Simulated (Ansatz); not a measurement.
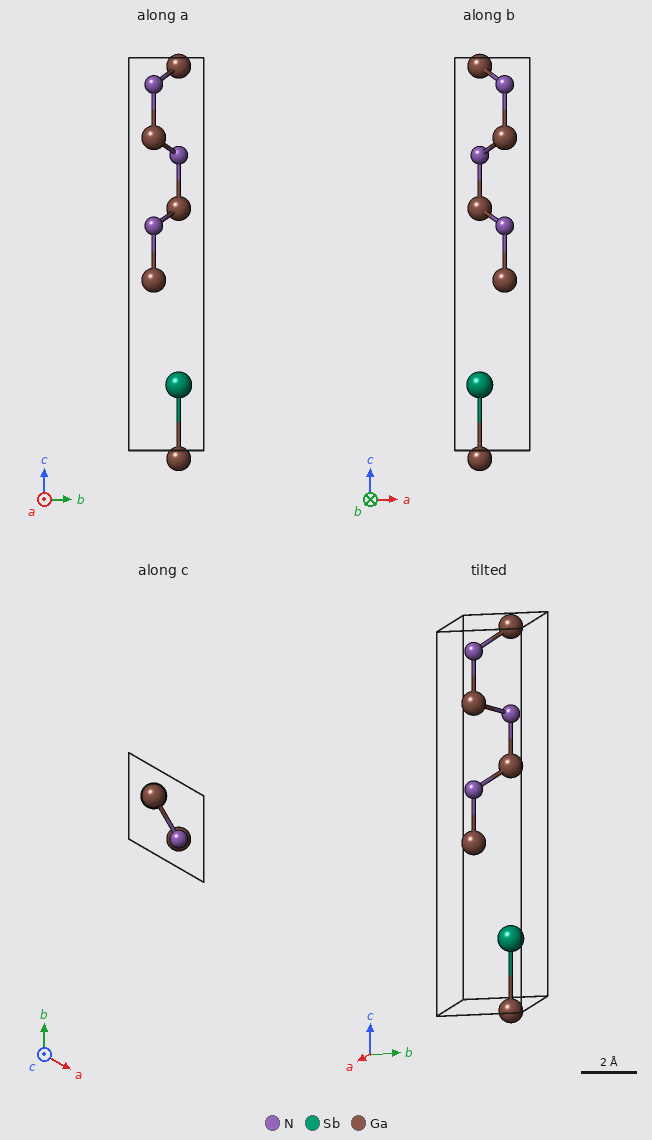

Structure drawing (ball-and-stick), viewed along the a axis, along the b axis, along the c axis and slightly off an axis. The conventional unit cell is drawn as a box.

Lattice parameters: a = 3.167 Å, b = 3.167 Å, c = 14.400 Å, α = 90.00°, β = 90.00°, γ = 120.00°. Put a along x and b in the xy plane.

> Record the structure as a POSCAR file, with free fractional coordinates to two decimals.

```
N Sb Ga
1.0
     3.167    0.000    0.000
    -1.583    2.743    0.000
     0.000    0.000   14.400
N Sb Ga
3 1 4
Direct
  0.6667 0.3333 0.93
  0.6667 0.3333 0.57
  0.3333 0.6667 0.75
  0.3333 0.6667 0.17
  0.6667 0.3333 0.80
  0.6667 0.3333 0.43
  0.3333 0.6667 0.62
  0.3333 0.6667 0.98
```

Origin of the cell: a structure type filled with these elements by a generator (whether the compound takes this form wasn't checked). Earlier steps of the study may have refined or changed the cell and positions. It went into a calculation with Ansatz.

At this level of theory the cell isn't at rest (compressed, at 4 GPa), so its distances can differ from those at equilibrium, the more so the softer the solid.
